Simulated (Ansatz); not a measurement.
Nudged elastic band of C₂H₇NSSi (part 2 of 2)

The same run, continued: C₂H₇NSSi; RKS BLYP-D4/6-31G (Ansatz 0.2.0). The run did not end well. It belongs to a series of runs on one base structure; here: band between the two ends.

Geometry of the input (Å):
```
Si -1.3962  0.1997  0.9654
N  0.0670  -0.0127  -0.0397
C  1.3876  0.6239  0.1300
S  2.0514  -0.1919  -1.5230
C  0.2432  -0.8824  -1.2191
H  -1.3698  1.6112  1.5072
H  -2.5921  -0.0267  0.0685
H  -1.5165  -0.7486  2.1487
H  1.9804  0.2760  0.9929
H  1.3793  1.7246  0.0782
H  0.2770  -1.9660  -1.0153
H  -0.4343  -0.6624  -2.0598
```

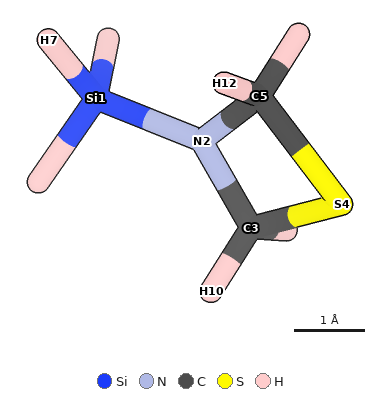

*The starting structure (stick view, seen at a tilt; atoms are numbered from 1 in the order of the input).*

```
Unfinished report: {"positions_ang":[[-2.278849676778379,0.05253753937946333,1.819505245219799],[0.28895417093277864,0.16163527774844455,-0.34906182889322246],[1.667290023471094,0.6161005554130254,-0.08350849995300777],[2.4498580712388422,-0.7960206465070353,-1.2297124048108132],[0.4777834996099913,-0.8645048207202236,-1.392230047440717],[-2.705324371440894,1.3352897959085221,2.615613617096917],[-3.7339977119670453,-0.15696462985079432,1.271340962970656],[-0.24003845501411833,-0.14153732599010366,0.4726789208208099],[1.9817276819223204,0.5407302948360826,0.9677537845048367],[1.9189335775220315,1.5985145706693014,-0.5052176625455979],[0.057885372931007394,-1.8513222424512858,-1.1480105675263028],[0.19277782757236955,-0.5497593584353977,-2.4051514994433543]],"unchecked":["starts","cluster_reference","orbital_swaps","neighbouring_geometries","increment"],"mean_field":{"relativity":"none","state":{"energy":{"ev":-22382.384679154635,"hartree":-822.5374656336979},"converged":true,"gradient_ev":0.000011311309583240183,"stability":{"kind":"minimum","curvature_ev":21.71438728031803},"curvature_floor_ev":0.00030000000000000003,"spin_squared":-5.684341886080802e-14},"others":[],"fillings":{"estimated":0,"unestimated":0,"tried":0,"untried":0,"excluded_magnetic_sites":0},"n_dropped_functions":0,"n_trapped_functions":0,"passes":{"evaluations":4,"products":24},"factors":{"origin":"Cholesky decomposition","count":961,"bound_ev":0.00019473419739753686},"gradient_stop_ev":0.00009,"reference_kind":"stationary","functional":{"name":"BLYP","citations":["Becke, Phys. Rev. A 38, 3098 (1988) doi:10.1103/PhysRevA.38.3098","Lee, Yang & Parr, Phys. Rev. B 37, 785 (1988) doi:10.1103/PhysRevB.37.785"],"text":"name \"BLYP\"\ncite \"Becke, Phys. Rev. A 38, 3098 (1988) doi:10.1103/PhysRevA.38.3098\"\ncite \"Lee, Yang & Parr, Phys. Rev. B 37, 785 (1988) doi:10.1103/PhysRevB.37.785\"\nparameter beta = 0.0042\nparameter a = 0.04918\nparameter b = 0.132\nparameter c = 0.2533\nparameter d = 0.349\nexchange = b88_x(beta = beta)\ncorrelation = lyp_c(a = a, b = b, c = c, d = d)\n","parameters":{"a":{"value":0.04918,"default":0.04918},"b":{"value":0.132,"default":0.132},"beta":{"value":0.0042,"default":0.0042},"c":{"value":0.2533,"default":0.2533},"d":{"value":0.349,"default":0.349}},"final_grid":{"core_spheres":13.0,"valence_spheres":11.0,"degree":36.0},"final_grid_parameter_source":"default","radial_points_factor":1.0,"radial_grid_error_ev":9.346635839739679e-7,"grid_sensitivity":"normal","grid_sensitivity_ratio":0.0018663373341989008},"unsmoothed_excess_ev":-0.0003750413117221028,"symmetry":{"irreps":["A"],"axes":[[0.9983773477287802,0.039334586125899816,-0.04117598664695619],[-0.03830903673429651,0.9989429089027894,0.025406346792169295],[0.04213180801409388,-0.02378770874081444,0.9988288420276649]],"occupied":[{"A":28},{"A":28}]},"held":{"pivots":961,"left_out":0,"joined":0},"density_repulsion":{"missed_ev":0.00020967639736963663,"excess_ev":0.0,"most_excess_ev":0.0001512,"are_drawn_again":false,"n_first_factors":961,"energy_change_ev":0.0,"n_dropped_ends":0}},"factors":{"origin":"Cholesky decomposition","count":961,"bound_ev":0.00019473419739753686},"n_frozen":0,"n_occupied":[28,28],"n_virtual":[39,39],"reference":{"ev":-22382.384679154635,"hartree":-822.5374656336979},"dispersion":{"energy":{"ev":-0.5536530935882059,"hartree":-0.020346375909821045},"switches_in_reach":[]},"total":{"ev":-22382.938332248224,"hartree":-822.5578120096078},"forces_ev_per_angstrom":[[-0.03528949119917281,0.0498130289822197,-0.024884440158764055],[-0.1734946716294921,0.14019330475876432,-0.015498957225860947],[0.10288838471007947,0.060713861562312184,-0.00227356816056057],[0.0231623427347677,-0.005677438588895465,-0.013569722580885513],[0.009879373640735125,-0.0511917224324564,-0.09496909313096055],[0.015924252330409037,0.015700410928844305,-0.007660283732190549],[0.0052804326223567346,-0.0013120438099513236,-0.02369138149930805],[0.08673532711066866,-0.2360705433899351,0.18202057809817043],[-0.01895084777268338,0.018544545848189865,-0.0012439199818244139],[0.0034353170434483094,0.0005748711172872262,0.00221301668787586],[-0.019792575782742895,0.01517345311310224,0.000045672980056928915],[0.00022215620192545145,-0.006461728092546682,-0.00048790129288718044]],"charge_distribution":{"dipole_moment_e_ang":[-0.2529725499773368,0.026422063357983975,0.20057739960867046],"mulliken_charges_e":[0.18911231412295137,-0.47525132810733695,-0.2823498400049882,0.12087550926535329,-0.28255336627482386,-0.12117413151448497,-0.1213362387017729,0.30247050485313454,0.16015094269441033,0.17466449511864335,0.16065324598218833,0.17473789256667094],"lowdin_charges_e":[0.22097308251290215,-0.2705172486478533,-0.17969599981268303,0.11054729860048873,-0.17977079772833626,-0.12798748671536098,-0.1280651825823691,0.17587026159692642,0.09509594887638162,0.09400205783433269,0.0956631900977839,0.09388487596774331]},"n_threads":1,"memory_gib":1.7045454550534487,"seconds":{"hamiltonian":2.974055464,"orbitals":0.0,"second_order":0.0,"solver_start":0.0,"cycles":0.0,"cycle":0.0,"perturbative":0.0,"full_ci_increment":0.0,"forces":0.0}}
this run last wrote the band of iteration 38 to [file]
Error: NEB band did not converge after 38 iterations: max|band force component| = 1.78e-1 eV/Å (threshold 5.0e-2); raise `neb.max_iterations` in a new run, which can start from the last band evaluated (`neb.initial_path`, with `crystal.atoms` and `neb.final_atoms` set to its first and last images), add images, or start from endpoints closer to local minima. Where this run's directory can be resumed (`checkpoint.write`), a resume goes on for up to `neb.max_iterations` more; to start a new run from the last band, take its images' positions from the `neb_iteration` event of iteration 38 (`data.images[].positions_ang`), in the event stream of the run that computed that iteration (not this run's, if it was resumed behind it). With `checkpoint.write`, `steps/00-neb/state/checkpoint.json` in the run directory holds the last saved band, under `neb.evaluated.images[].positions_ang` (a band under a hybrid functional on support functions is neither saved nor resumed: `neb.initial_path` says where its path is): check the last entry of `neb.iterations` there, which is earlier than 38 if that iteration was not saved or its write failed. If the band's step has no `state` directory and holds `state.next`, a write was cut short, and the file is under `state.next` instead (behind a loss of power it can be under `state.prev`)
this run wrote the band of iteration 38 to [file] as well, whether or not its events were kept: a new run's `neb.initial_path` can list its `images[].positions_ang`
a run's events are kept only if it was started with --events-out <file>, and are in that file
```

The last band as extended XYZ (Å, eV, eV/Å):
```
12
Properties=species:S:1:pos:R:3:forces:R:3 image=0 energy=-22385.05357
Si   -1.3962    0.1997    0.9654    0.0034  -0.0012  -0.0019
N     0.0670   -0.0127   -0.0397   -0.0030   0.0005   0.0030
C     1.3876    0.6239    0.1300    0.0014   0.0027   0.0009
S     2.0514   -0.1919   -1.5230    0.0007  -0.0005  -0.0003
C     0.2432   -0.8824   -1.2191   -0.0014  -0.0015  -0.0023
H    -1.3698    1.6112    1.5072    0.0008   0.0010   0.0003
H    -2.5921   -0.0267    0.0685   -0.0005   0.0000  -0.0015
H    -1.5165   -0.7486    2.1487   -0.0007  -0.0011   0.0013
H     1.9804    0.2760    0.9929    0.0000   0.0001   0.0001
H     1.3793    1.7246    0.0782   -0.0010  -0.0010  -0.0010
H     0.2770   -1.9660   -1.0153   -0.0001  -0.0001   0.0003
H    -0.4343   -0.6624   -2.0598    0.0004   0.0011   0.0011
12
Properties=species:S:1:pos:R:3:forces:R:3 image=1 energy=-22384.07260
Si   -1.4109    0.3235    0.9562    0.4607  -0.5094  -0.5139
N     0.0490   -0.1210    0.0205   -0.0042   0.2770  -0.4114
C     1.3581    0.4697    0.2952    0.1009   0.0190  -0.1932
S     2.0320   -0.2138   -1.4200    0.1470  -0.0203  -0.1250
C     0.1617   -0.8032   -1.2427    0.1014  -0.0002  -0.3508
H    -1.6534    1.8355    0.8387    0.0341  -0.1593   0.6620
H    -2.6126   -0.3332    0.3315   -0.0440  -0.1601   0.0824
H    -0.7045   -0.5494    1.9708   -1.0730   0.6709   1.4926
H     1.9298    0.0708    1.1573   -0.0928  -0.0939  -0.0899
H     1.3449    1.5743    0.3325    0.1840   0.0234  -0.0684
H     0.0990   -1.9065   -1.1948    0.0890   0.0401  -0.1103
H    -0.5163   -0.4020   -2.0113    0.0970  -0.0872  -0.3740
12
Properties=species:S:1:pos:R:3:forces:R:3 image=2 energy=-22384.04087
Si   -1.6644    0.5747    1.2608   -0.2216   0.2216   0.2878
N     0.0154   -0.2567    0.3202   -0.1178  -0.1338   0.3685
C     1.3461    0.4831    0.3779    0.0266   0.0317   0.1042
S     1.9319   -0.1715   -1.3649   -0.0708  -0.0123   0.0721
C     0.1078   -0.8235   -1.0993   -0.0403  -0.0645   0.1245
H    -1.6865    1.9104    0.4854   -0.0268   0.0805  -0.3654
H    -2.5807   -0.2702    0.3084    0.0339   0.1214  -0.0775
H    -0.0687   -0.9388    1.1111    0.6315  -0.3444  -0.8602
H     1.9851    0.1300    1.1932    0.0322   0.0669   0.0536
H     1.2335    1.5718    0.3778   -0.1181  -0.0171   0.0249
H     0.0481   -1.9168   -1.1389   -0.0754  -0.0132   0.0542
H    -0.5907   -0.3478   -1.7978   -0.0534   0.0633   0.2133
12
Properties=species:S:1:pos:R:3:forces:R:3 image=3 energy=-22384.26492
Si   -1.7791    0.2922    1.2665   -0.0393  -0.0589   0.0679
N     0.0456   -0.3933    0.4192    0.0348  -0.0402   0.0392
C     1.2142    0.5721    0.3035    0.0303   0.0273  -0.0070
S     1.9602   -0.3786   -1.2437   -0.0637   0.0409   0.0060
C     0.0716   -0.8811   -1.0193    0.0040  -0.0041  -0.0420
H    -1.3098    1.7750    1.0128    0.0158   0.0094  -0.0882
H    -2.4343    0.1581   -0.1632    0.0167   0.0414  -0.0080
H     0.3207   -1.1723    1.0382   -0.0121   0.0044   0.0019
H     1.8634    0.6081    1.1833   -0.0001  -0.0096   0.0146
H     0.8417    1.5587    0.0110    0.0134  -0.0021   0.0060
H    -0.1418   -1.9473   -1.1411   -0.0055  -0.0045   0.0080
H    -0.5754   -0.2469   -1.6331    0.0057  -0.0039   0.0017
12
Properties=species:S:1:pos:R:3:forces:R:3 image=4 energy=-22383.84299
Si   -1.9211    0.1304    1.4498    0.1252  -0.0158  -0.0857
N     0.0615   -0.2182    0.2304   -0.0316  -0.0741   0.1054
C     1.3516    0.5919    0.1678   -0.0744   0.0120   0.0468
S     2.1601   -0.6505   -1.1287   -0.0566   0.0645  -0.0197
C     0.2049   -0.8812   -1.1322   -0.0676   0.0065   0.0435
H    -1.8322    1.6951    1.5717    0.1762   0.0135  -0.1423
H    -2.8948    0.2060    0.2165    0.1713   0.0057  -0.1428
H     0.2155   -0.9563    0.9346    0.0721  -0.1084   0.0513
H     1.8813    0.6587    1.1230   -0.0223   0.0275   0.0139
H     1.2109    1.5680   -0.3057   -0.1558   0.0102   0.0454
H    -0.1324   -1.9217   -1.1580   -0.0300  -0.0009  -0.0074
H    -0.2284   -0.2774   -1.9351   -0.1066   0.0591   0.0917
12
Properties=species:S:1:pos:R:3:forces:R:3 image=5 energy=-22383.26459
Si   -2.1645    0.1000    1.6742    0.1015  -0.0318  -0.0455
N     0.1720   -0.0449   -0.0359   -0.1027  -0.0421   0.1327
C     1.5292    0.5886    0.0391    0.0231   0.0265   0.0188
S     2.3398   -0.7740   -1.1522   -0.0408   0.0381  -0.0047
C     0.3631   -0.8861   -1.2610   -0.0166  -0.0277  -0.0301
H    -2.3474    1.6155    2.0519    0.0752   0.0264  -0.1039
H    -3.3929    0.1288    0.6922    0.0849   0.0403  -0.0908
H     0.0278   -0.6515    0.7822    0.0613  -0.1306   0.0862
H     1.9572    0.6071    1.0481   -0.0072   0.0245   0.0009
H     1.5916    1.5667   -0.4495   -0.1087   0.0096  -0.0025
H    -0.0325   -1.9041   -1.1689   -0.0156   0.0008  -0.0135
H     0.0336   -0.4014   -2.1862   -0.0546   0.0659   0.0522
12
Properties=species:S:1:pos:R:3:forces:R:3 image=6 energy=-22382.93796
Si   -2.2788    0.0525    1.8195   -0.0353   0.0498  -0.0249
N     0.2890    0.1616   -0.3491   -0.1735   0.1402  -0.0155
C     1.6673    0.6161   -0.0835    0.1029   0.0607  -0.0023
S     2.4499   -0.7960   -1.2297    0.0232  -0.0057  -0.0136
C     0.4778   -0.8645   -1.3922    0.0099  -0.0512  -0.0950
H    -2.7053    1.3353    2.6156    0.0159   0.0157  -0.0077
H    -3.7340   -0.1570    1.2713    0.0053  -0.0013  -0.0237
H    -0.2400   -0.1415    0.4727    0.0867  -0.2361   0.1820
H     1.9817    0.5407    0.9678   -0.0190   0.0185  -0.0012
H     1.9189    1.5985   -0.5052    0.0034   0.0006   0.0022
H     0.0579   -1.8513   -1.1480   -0.0198   0.0152   0.0000
H     0.1928   -0.5498   -2.4052    0.0002  -0.0065  -0.0005
12
Properties=species:S:1:pos:R:3:forces:R:3 image=7 energy=-22382.95913
Si   -2.1670   -0.3484    2.1662   -0.0177  -0.0957   0.1162
N     0.2516    0.0014   -0.1466   -0.0097  -0.1112   0.1277
C     1.6101    0.5991   -0.0095   -0.0436  -0.0022   0.0433
S     2.3655   -0.7224   -1.2355   -0.0196  -0.0045   0.0228
C     0.4206   -0.8934   -1.3260   -0.0459  -0.0013   0.0368
H    -2.3698    1.2042    2.4583    0.1949  -0.0167  -0.0852
H    -3.3822   -0.2550    1.1411    0.1669  -0.0539  -0.1181
H    -0.5489    0.6274   -0.1295   -0.1405   0.3965  -0.3272
H     2.0405    0.5313    0.9957    0.0180  -0.0346   0.0362
H     1.7250    1.6149   -0.4284   -0.0597  -0.0198   0.0642
H     0.0845   -1.9239   -1.1674    0.0098  -0.0464   0.0186
H     0.0472   -0.4905   -2.2843   -0.0530  -0.0102   0.0646
12
Properties=species:S:1:pos:R:3:forces:R:3 image=8 energy=-22383.76118
Si   -1.5832   -0.4798    1.8522    0.3182  -0.0264  -0.2212
N    -0.0086    0.1134   -0.0699   -0.1541   0.0355   0.0820
C     1.4172    0.6210    0.1213   -0.1002  -0.0064   0.0803
S     2.1762   -0.6594   -1.1368   -0.1201   0.0142   0.0902
C     0.2401   -0.8722   -1.2049   -0.0907  -0.0009   0.0747
H    -1.8370    1.0594    2.2050    0.2990  -0.0415  -0.1729
H    -2.8535   -0.4060    0.8829    0.2916  -0.0533  -0.1804
H    -0.6435    0.8687   -0.3525   -0.0385   0.1514  -0.1530
H     1.8192    0.4799    1.1283   -0.1366  -0.0455   0.0915
H     1.5622    1.6496   -0.2394   -0.0745   0.0061   0.1194
H    -0.0564   -1.9003   -0.9804   -0.0884   0.0073   0.1238
H    -0.1556   -0.5296   -2.1715   -0.1057  -0.0405   0.0654
12
Properties=species:S:1:pos:R:3:forces:R:3 image=9 energy=-22384.32545
Si   -1.2594   -0.4565    1.5810    0.0022   0.0037  -0.0059
N    -0.1513    0.1971   -0.0877   -0.0127  -0.0086   0.0201
C     1.2784    0.6110    0.2168    0.0044   0.0027  -0.0019
S     1.9766   -0.2493   -1.3935   -0.0030  -0.0003   0.0030
C     0.1468   -0.8790   -1.1179    0.0017  -0.0007  -0.0051
H    -1.4184    1.0654    1.9741    0.0000  -0.0030  -0.0035
H    -2.5360   -0.4156    0.6512    0.0038   0.0021   0.0011
H    -0.6671    0.9760   -0.5201    0.0022   0.0020  -0.0039
H     1.6302    0.1009    1.1207    0.0006  -0.0012  -0.0005
H     1.4301    1.6940    0.2573    0.0012   0.0037  -0.0003
H     0.1368   -1.8655   -0.6408    0.0013  -0.0003   0.0006
H    -0.4897   -0.8337   -2.0069   -0.0016   0.0000  -0.0037
```

What the run reported:

- outcome: not converged
- barrier, forward (band not converged): 2.116 eV
- barrier, backward: 1.387 eV
- wall time: 16 min
- peak memory: 0.13 GiB

The run did not converge: “NEB band did not converge after 38 iterations: max|band force component| = 1.78e-1 eV/Å (threshold 5.0e-2); raise `neb.max_iterations` in a new run, which can start from the last band evaluated (`neb.initial_path`, with `crystal.atoms` and `neb.final_atoms` set to its first and last images), add images, or start from endpoints closer to local minima …” Its last values are not results.
